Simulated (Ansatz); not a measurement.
CH₆Si₂ (triplet)

```xyz
9

Si    1.5005   -0.2867    0.0133
C     0.0063   -0.2910   -1.1067
Si   -1.4998    0.2520   -0.1453
H     2.6828   -0.7149   -0.7487
H     1.7208    1.0704    0.5353
H     1.2790   -1.2136    1.1334
H    -1.7293   -0.6734    0.9744
H    -2.6727    0.2467   -1.0319
H    -1.2875    1.6106    0.3762
```

Not at a stationary point (largest force 1.7 eV/Å).

Theory: Ansatz 0.2.0, SCF HSE06, Gaussian basis.

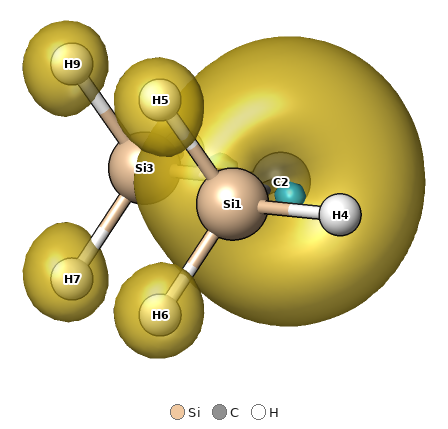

Figure 1. Isosurfaces of the spin density (α minus β) at +0.02 (yellow) and −0.02 e/Å³ (cyan), seen at an oblique angle.

> Where is the unpaired spin?

The unpaired spin (2 electrons) lies mostly on C2 (about 1.5), Si1 (about 0.2) and Si3 (about 0.2), in electrons by Hirshfeld's partition.

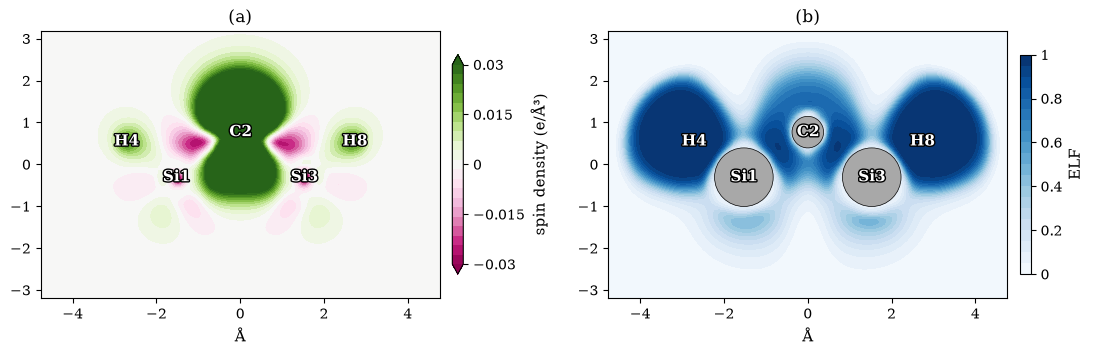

Figure 2. (a) spin density (α minus β); (b) electron localisation function on the plane of atoms Si1, C2 and Si3. Grey discs cover the atomic cores in the ELF map.

> Read the bonding off the picture.

- Atoms in the plane: Si, C and H.
- C–Si (1.87 Å): the ELF peaks at about 0.95 between the atoms; a shared electron pair.
- Si–H (1.47 Å): the ELF climbs to about 1 towards the hydrogen, as it does in any bond to H.
- The ELF also peaks beside C2, away from the bonds: non-bonding electrons, paired or unpaired.

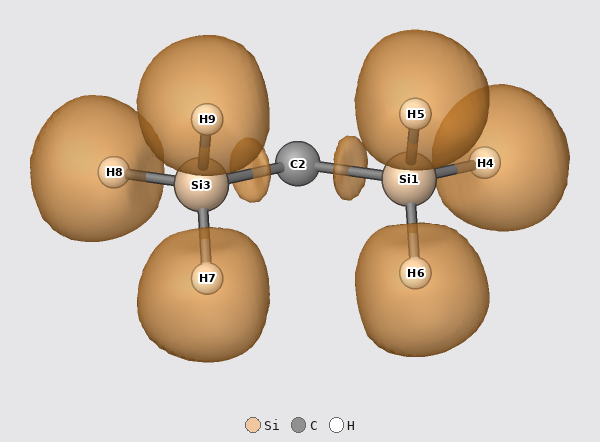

Figure 3. Isosurface of the electron localisation function at 0.9 (orange), seen at a tilt. Only the valence region is drawn (cores and ρ < 0.01 e/Å³ removed).

> Identify the bonds, lone pairs and shells in this picture.

The surface consists of two regions between bonded C–Si atoms (shared pairs) and six regions around hydrogen nuclei.

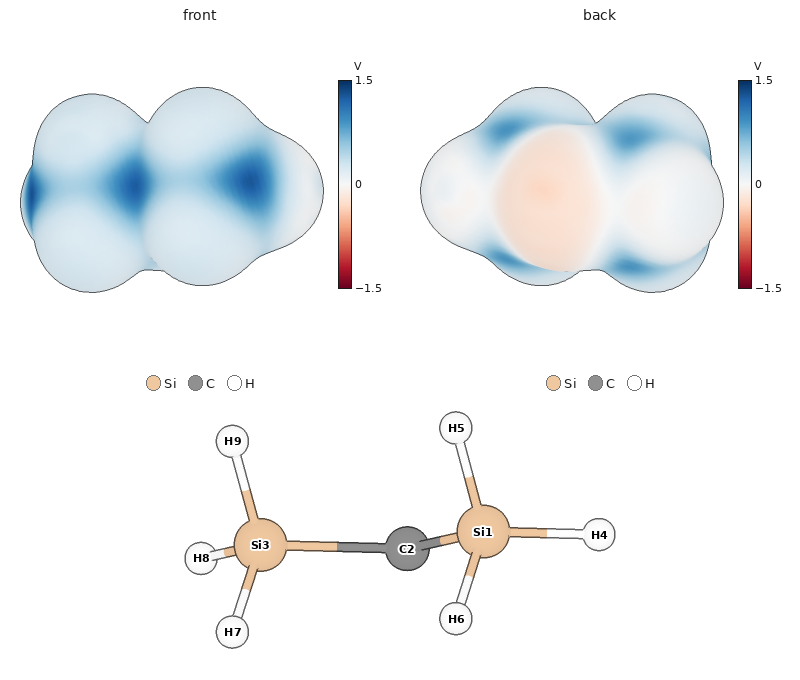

Figure 4. The electrostatic potential painted on the density surface at 0.002 e/bohr³, seen from the front and from behind; the colour scale runs from red (negative) to blue (positive). The bare structure is drawn below in the same view.

> Which sites attract a positive test charge, and which a negative one?

A positive charge is drawn to the negative regions and a negative charge to the positive ones. The most negative region (about −0.3 V) lies over C2, the most positive (about +1.2 V) over Si1 and Si3.
